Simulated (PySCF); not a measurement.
# C2H3In: single-point calculation

The run: single-point calculation of C2H3In. Method and program: CCSD(T)/STO-6G, RHF, sfX2C (PySCF 2.14.0).

The geometry comes from this level: PBE0-D4/def2-TZVP.

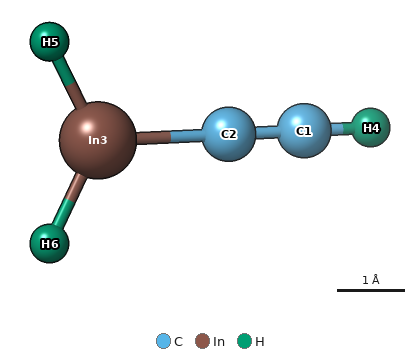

Fig. 1: The structure as given in the input (ball-and-stick view, seen at a tilt; atoms are numbered from 1 in the order of the input). Sticks mark near contacts. Bond lengths as drawn: C–C 1.21 Å, C–H 1.07 Å, C–In 2.10 Å and H–In 1.71 Å.

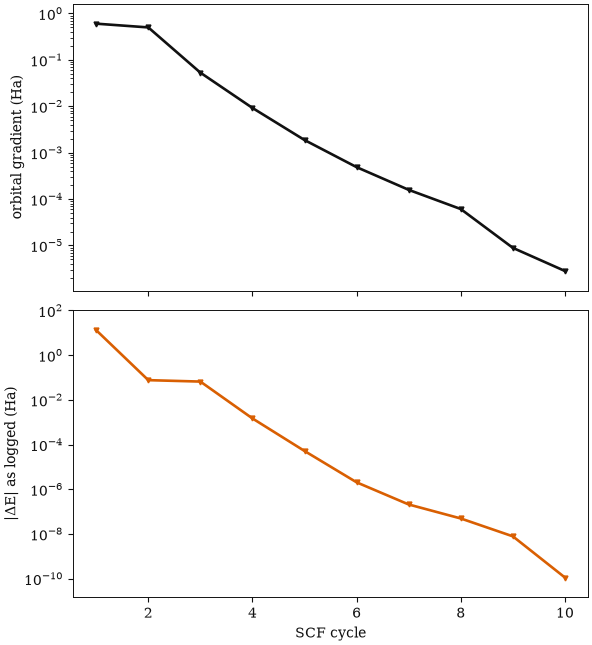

Fig. 2: Convergence of the self-consistent field: orbital gradient and size of the energy change against the SCF cycle. The residual falls at every step.

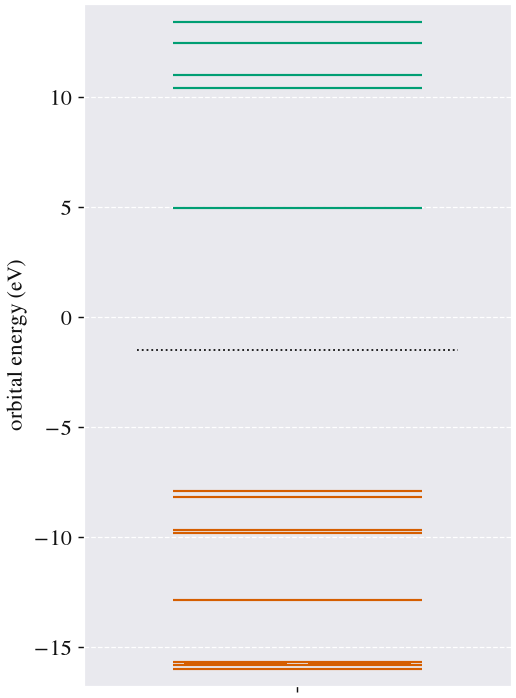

Fig. 3: Orbital energies near the frontier (SCF reference); the dotted line parts filled from empty levels, and levels within 0.02 eV of each other stand side by side. Highest filled −7.93 eV, lowest empty 4.95 eV, 12.88 eV apart.

The input that produced these results follows, with the program's output.

### The input (calc.py)
```python
# C#[C][InH2]
from pyscf import gto, cc

mol = gto.M(
    atom=[
    ('C', (-0.186600, -1.928000, 0.015100)),
    ('C', (-0.070400, -0.723400, 0.005900)),
    ('In', (0.131900, 1.363900, -0.010600)),
    ('H', (-0.289000, -2.989600, 0.023300)),
    ('H', (0.673500, 2.081500, -1.468800)),
    ('H', (-0.259400, 2.195500, 1.435000)),
],
    verbose=4,
    max_memory=1860,
    basis='sto-6g',
    spin=0,
)

mf = mol.RHF()
mf = mf.sfx2c1e()
mf.kernel()

mycc = cc.CCSD(mf, frozen=20)
mycc.kernel()
e_t = mycc.ccsd_t()
etot = mycc.e_tot + e_t
print(f'total energy: {etot:.8f} hartree')
mf.analyze()
```

Launch command:
```bash
OMP_NUM_THREADS=1 python calc.py
```

### What the program printed
```
PySCF version 2.14.0

[INPUT] num. atoms = 6
[INPUT] num. electrons = 64
[INPUT] charge = 0
[INPUT] spin (= nelec alpha-beta = 2S) = 0
[INPUT] symmetry False subgroup None
[INPUT] Mole.unit = angstrom
[INPUT] Symbol           X                Y                Z      unit          X                Y                Z       unit  Magmom
[INPUT]  1 C     -0.186600000000  -1.928000000000   0.015100000000 AA   -0.352622894844  -3.643391968161   0.028534864481 Bohr   0.0
[INPUT]  2 C     -0.070400000000  -0.723400000000   0.005900000000 AA   -0.133036719169  -1.367027878510   0.011149384135 Bohr   0.0
[INPUT]  3 In     0.131900000000   1.363900000000  -0.010600000000 AA    0.249254875830   2.577397461294  -0.020031096920 Bohr   0.0
[INPUT]  4 H     -0.289000000000  -2.989600000000   0.023300000000 AA   -0.546130849999  -5.649525222000   0.044030618702 Bohr   0.0
[INPUT]  5 H      0.673500000000   2.081500000000  -1.468800000000 AA    1.272730544895   3.933464928282  -2.775629731761 Bohr   0.0
[INPUT]  6 H     -0.259400000000   2.195500000000   1.435000000000 AA   -0.490194956712   4.148893706483   2.711756988751 Bohr   0.0

nuclear repulsion = 181.316548160677
number of shells = 20
number of NR pGTOs = 240
number of NR cGTOs = 40
basis = sto-6g
ecp = {}

******** <class 'pyscf.x2c.sfx2c1e.sfX2C1eRHF'> ********
method = sfX2C1eRHF
initial guess = minao
damping factor = 0
level_shift factor = 0
DIIS = <class 'pyscf.scf.diis.CDIIS'>
diis_start_cycle = 1
diis_space = 8
diis_damp = 0
SCF conv_tol = 1e-09
SCF conv_tol_grad = None
SCF max_cycles = 50
direct_scf = True
direct_scf_tol = 1e-13

******** <class 'pyscf.x2c.sfx2c1e.SpinFreeX2CHelper'> ********
approx = 1e
xuncontract = 1
Set gradient conv threshold to 3.16228e-05
Initial guess from minao.
init E= -5883.25252966185
  HOMO = -0.4424390236039  LUMO = -0.236208673991276  gap/eV = 5.61181
cycle= 1 E= -5896.35381233548  delta_E= -13.1  |g|= 0.601  |ddm|=  3.2
  HOMO = -0.268219787577522  LUMO = 0.226053722660037  gap/eV = 13.44987
cycle= 2 E= -5896.42992899712  delta_E= -0.0761  |g|= 0.499  |ddm|= 1.21
  HOMO = -0.293710483972463  LUMO = 0.192730393636597  gap/eV = 13.23673
cycle= 3 E= -5896.49560294887  delta_E= -0.0657  |g|= 0.0529  |ddm|= 0.534
  HOMO = -0.289511914406209  LUMO = 0.181186853050813  gap/eV = 12.80837
cycle= 4 E= -5896.4970713125  delta_E= -0.00147  |g|= 0.00918  |ddm|= 0.108
  HOMO = -0.291890175203363  LUMO = 0.181685531911514  gap/eV = 12.88665
cycle= 5 E= -5896.49712256691  delta_E= -5.13e-05  |g|= 0.00187  |ddm|= 0.0244
  HOMO = -0.291146083002916  LUMO = 0.181744629920322  gap/eV = 12.86801
cycle= 6 E= -5896.49712459489  delta_E= -2.03e-06  |g|= 0.000487  |ddm|= 0.00468
  HOMO = -0.291273860579513  LUMO = 0.181751713006075  gap/eV = 12.87168
cycle= 7 E= -5896.49712480188  delta_E= -2.07e-07  |g|= 0.000158  |ddm|= 0.00139
  HOMO = -0.291280932665307  LUMO = 0.181757515750092  gap/eV = 12.87203
cycle= 8 E= -5896.49712485078  delta_E= -4.89e-08  |g|= 6.09e-05  |ddm|= 0.000685
  HOMO = -0.291285534759536  LUMO = 0.181761755864847  gap/eV = 12.87227
cycle= 9 E= -5896.49712485853  delta_E= -7.75e-09  |g|= 8.88e-06  |ddm|= 0.000365
  HOMO = -0.291285903438431  LUMO = 0.18176147410724  gap/eV = 12.87227
cycle= 10 E= -5896.49712485864  delta_E= -1.11e-10  |g|= 2.82e-06  |ddm|= 3.63e-05
  HOMO = -0.291286015308338  LUMO = 0.181761505696329  gap/eV = 12.87228
Extra cycle  E= -5896.49712485865  delta_E= -1e-11  |g|= 1.46e-06  |ddm|= 6.28e-06
converged SCF energy = -5896.49712485865

******** <class 'pyscf.cc.ccsd.CCSD'> ********
CC2 = 0
CCSD nocc = 12, nmo = 20
frozen orbitals 20
max_cycle = 50
direct = 0
conv_tol = 1e-07
conv_tol_normt = 1e-05
diis_space = 6
diis_start_cycle = 0
diis_start_energy_diff = 1e+09
Init t2, MP2 energy = -5896.67907785738  E_corr(MP2) -0.181952998727367
Init E_corr(CCSD) = -0.181952998728738
cycle = 1  E_corr(CCSD) = -0.190111678022025  dE = -0.00815867929  norm(t1,t2) = 0.0486392
cycle = 2  E_corr(CCSD) = -0.199113379873182  dE = -0.00900170185  norm(t1,t2) = 0.0249644
cycle = 3  E_corr(CCSD) = -0.205552956269916  dE = -0.0064395764  norm(t1,t2) = 0.0127792
cycle = 4  E_corr(CCSD) = -0.206490400877665  dE = -0.000937444608  norm(t1,t2) = 0.00360127
cycle = 5  E_corr(CCSD) = -0.206493746511968  dE = -3.3456343e-06  norm(t1,t2) = 0.00128518
cycle = 6  E_corr(CCSD) = -0.2064438877628  dE = 4.98587492e-05  norm(t1,t2) = 0.000232111
cycle = 7  E_corr(CCSD) = -0.206464078570224  dE = -2.01908074e-05  norm(t1,t2) = 8.97341e-05
cycle = 8  E_corr(CCSD) = -0.206468528536354  dE = -4.44996613e-06  norm(t1,t2) = 2.4e-05
cycle = 9  E_corr(CCSD) = -0.206467278951403  dE = 1.24958495e-06  norm(t1,t2) = 8.20968e-06
cycle = 10  E_corr(CCSD) = -0.206467045823091  dE = 2.33128313e-07  norm(t1,t2) = 2.95313e-06
cycle = 11  E_corr(CCSD) = -0.206466915143224  dE = 1.30679867e-07  norm(t1,t2) = 8.00606e-07
cycle = 12  E_corr(CCSD) = -0.206466902036117  dE = 1.31071069e-08  norm(t1,t2) = 2.92205e-07
CCSD converged
E(CCSD) = -5896.703591760686  E_corr = -0.2064669020361168
CCSD(T) correction = -0.00186471328571773
total energy: -5896.70545647 hartree
**** SCF Summaries ****
Total Energy =                       -5896.497124858649840
Nuclear Repulsion Energy =             181.316548160676916
One-electron Energy =                -8482.747033382562222
Two-electron Energy =                 2404.933360363235806
Two-electron Coulomb Energy =         2572.242518189985276
DFT Exchange-Correlation Energy =     -167.309157826749470
HOMO-LUMO gap [eV] =                    12.872278699862051
**** MO energy ****
MO #1   energy= -1019.34194335118  occ= 2
MO #2   energy= -157.963892357912  occ= 2
MO #3   energy= -141.53515726914   occ= 2
MO #4   energy= -141.533931555938  occ= 2
MO #5   energy= -141.533786223751  occ= 2
MO #6   energy= -30.7315569084118  occ= 2
MO #7   energy= -25.7310262164289  occ= 2
MO #8   energy= -25.7264171302694  occ= 2
MO #9   energy= -25.7259336868024  occ= 2
MO #10  energy= -16.8371278606973  occ= 2
MO #11  energy= -16.8369561083302  occ= 2
MO #12  energy= -16.83651546179    occ= 2
MO #13  energy= -16.8316269676281  occ= 2
MO #14  energy= -16.831341123997   occ= 2
MO #15  energy= -11.0905493767608  occ= 2
MO #16  energy= -11.0528285005197  occ= 2
MO #17  energy= -4.54059480300567  occ= 2
MO #18  energy= -3.18752828920018  occ= 2
MO #19  energy= -3.17339960579469  occ= 2
MO #20  energy= -3.17228196140936  occ= 2
MO #21  energy= -0.902253448832526 occ= 2
MO #22  energy= -0.64068946084581  occ= 2
MO #23  energy= -0.587619494960918 occ= 2
MO #24  energy= -0.581228544411304 occ= 2
MO #25  energy= -0.577969610881604 occ= 2
MO #26  energy= -0.577913780397253 occ= 2
MO #27  energy= -0.575722233010508 occ= 2
MO #28  energy= -0.472195673243261 occ= 2
MO #29  energy= -0.361324552191161 occ= 2
MO #30  energy= -0.355943772304148 occ= 2
MO #31  energy= -0.301616650466245 occ= 2
MO #32  energy= -0.291286015308338 occ= 2
MO #33  energy= 0.181761505696329  occ= 0
MO #34  energy= 0.382219880222373  occ= 0
MO #35  energy= 0.404401757222658  occ= 0
MO #36  energy= 0.456822390674804  occ= 0
MO #37  energy= 0.492122736605541  occ= 0
MO #38  energy= 0.628566380720961  occ= 0
MO #39  energy= 0.675193679094542  occ= 0
MO #40  energy= 1.4165772863121    occ= 0
 ** Mulliken pop on meta-lowdin orthogonal AOs  **
 ** Mulliken pop  **
pop of  0 C 1s            1.99997
pop of  0 C 2s            1.05490
pop of  0 C 2px           0.98799
pop of  0 C 2py           1.04113
pop of  0 C 2pz           1.04701
pop of  1 C 1s            1.99996
pop of  1 C 2s            1.18253
pop of  1 C 2px           0.97882
pop of  1 C 2py           1.09691
pop of  1 C 2pz           0.94463
pop of  2 In 1s           2.00000
pop of  2 In 2s           2.00000
pop of  2 In 3s           2.00000
pop of  2 In 4s           1.99999
pop of  2 In 5s           1.00951
pop of  2 In 2px          2.00000
pop of  2 In 2py          2.00000
pop of  2 In 2pz          2.00000
pop of  2 In 3px          2.00000
pop of  2 In 3py          2.00000
pop of  2 In 3pz          1.99999
pop of  2 In 4px          1.99948
pop of  2 In 4py          1.99996
pop of  2 In 4pz          1.99994
pop of  2 In 5px          0.11794
pop of  2 In 5py          0.67904
pop of  2 In 5pz          0.73810
pop of  2 In 3dxy         2.00000
pop of  2 In 3dyz         1.99999
pop of  2 In 3dz^2        1.99999
pop of  2 In 3dxz         1.99999
pop of  2 In 3dx2-y2      1.99999
pop of  2 In 4dxy         1.99549
pop of  2 In 4dyz         1.97674
pop of  2 In 4dz^2        1.97356
pop of  2 In 4dxz         1.98790
pop of  2 In 4dx2-y2      1.97421
pop of  3 H 1s            0.94145
pop of  4 H 1s            1.13647
pop of  5 H 1s            1.13644
 ** Mulliken atomic charges  **
charge of    0C =     -0.13100
charge of    1C =     -0.20284
charge of    2In =      0.54820
charge of    3H =      0.05855
charge of    4H =     -0.13647
charge of    5H =     -0.13644
Dipole moment(X, Y, Z, Debye):  0.10845,  1.11850, -0.00836
```

### Summary

- outcome: converged
- total energy: −5896.705456 hartree
- SCF energy: −5896.497125 hartree
- correlation energy: −0.208332 hartree
- (T) correction: −0.001865 hartree
- basis functions: 40
- T1 diagnostic: 0.005
- HOMO of the SCF reference: −7.93 eV
- LUMO of the SCF reference: 4.95 eV
- hardware: 1 thread of Arm Neoverse V1, 24 GiB of memory available, shared host
- wall time: 4.2 s
- peak memory: 0.15 GiB
